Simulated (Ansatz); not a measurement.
```xyz
10

Ti   -0.0706   -0.0199    0.1232
Cl    0.5428   -0.3012    2.2844
O     1.5444   -0.0667   -0.5982
H     2.2489   -0.7160   -0.7164
F    -0.5983    1.5703   -0.4141
F    -0.7634   -1.4358   -0.6751
N    -2.2379    0.0033    1.0544
H    -2.7908   -0.7648    0.6691
H    -2.7159    0.8796    0.8358
H    -2.2110   -0.1009    2.0694
```

Level of theory: Ansatz, RKS B3LYP/def2-SVP.

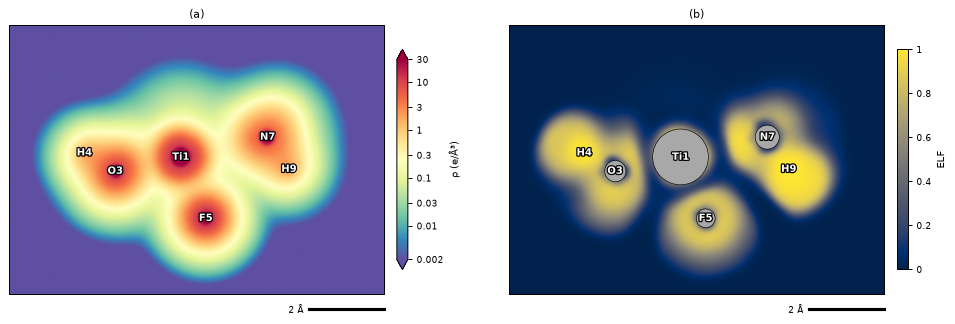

ClF₂H₄NOTi. (a) electron density; (b) ELF on the plane of atoms F5, Ti1 and N7. Grey discs cover the atomic cores in the ELF map.

Q: Interpret the plot.

A:
- Atoms in the plane: Ti, O, H, F and N.
- Ti–F (1.76 Å): the density is about 1 e/Å³ at the midpoint; the ELF peaks at about 0.85 in the valence shell of F, 0.5 Å from its nucleus, and drops to about 0.20 between the two atoms.
- Ti–O (1.77 Å): ρ is about 1.1 e/Å³ halfway; the ELF peaks at about 0.85 in the valence shell of O, 0.5 Å from its nucleus, and drops to about 0.25 between the two atoms.
- Ti–N (2.36 Å): the density is about 0.31 e/Å³ at the midpoint; the ELF peaks at about 0.95 in the valence shell of N, 0.7 Å from its nucleus, and is about 0.20 at the midpoint.
- O–H (0.97 Å): ρ is about 3.6 e/Å³ halfway; the ELF climbs to about 1 towards the hydrogen, as it does in any bond to H; an ordinary covalent bond to hydrogen.
- N–H (1.02 Å): ρ is about 2.8 e/Å³ halfway; the ELF climbs to about 1 towards the hydrogen; an ordinary covalent bond to hydrogen.
